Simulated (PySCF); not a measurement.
Si(Br)3(Me), SMILES C[Si](Br)(Br)Br (CH3Br3Si), PBE0/def2-SVP optimised geometry. Atoms within 1.6 Å of the plane z = 0.8 Å (x, y, z in Å): C1 (1.12, -0.52, 0.00), Si2 (-0.73, -0.52, 0.00), Br3 (-1.50, 1.56, 0.00), Br5 (-1.50, -1.56, 1.80), H6 (1.50, 0.00, 0.90), H7 (1.50, -1.56, 0.00).

Computed with PBE0/def2-TZVP in PySCF.

Map of the electrostatic potential (hartree/e), clipped to [-0.08, 0.12] on the plane z = 0.8 Å:

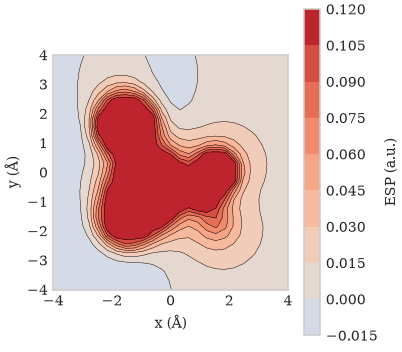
Electrostatic potential (hartree/e), clipped to [-0.08, 0.12] on the plane z = 0.8 Å.
